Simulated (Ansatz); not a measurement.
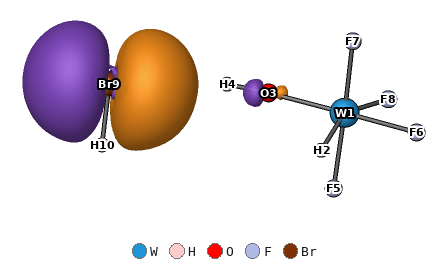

*F4H2OW···HBr. The HOMO−1 at ±0.1 Å⁻³ᐟ² (orange and purple are the two phases), seen at a tilt.*

Core potentials replace the inner electrons of W.

Method: RHF/def2-SVP in Ansatz 0.2.0.

```yaml
atoms:
  - { symbol: W, position_ang: [-0.3972, -0.3738, -0.4552] }
  - { symbol: H, position_ang: [-1.1902, -0.0685, 1.0062] }
  - { symbol: O, position_ang: [1.1644, 0.0942, 0.2997] }
  - { symbol: H, position_ang: [1.8765, 0.2896, 0.8983] }
  - { symbol: F, position_ang: [-0.8728, 1.4004, -0.6781] }
  - { symbol: F, position_ang: [-2.0990, -0.9903, -0.8333] }
  - { symbol: F, position_ang: [-0.0209, -2.1264, -0.0422] }
  - { symbol: F, position_ang: [-0.1220, -0.3412, -2.3098] }
  - { symbol: Br, position_ang: [3.5723, 1.2747, 2.6749] }
  - { symbol: H, position_ang: [3.0386, 2.5797, 2.6738] }
```

Q: Describe this orbital and give its energy.

A: By Hirshfeld shares it lies mainly on Br9 (about 95 %); largely a lone pair of Br9. Its energy is −12.88 eV.
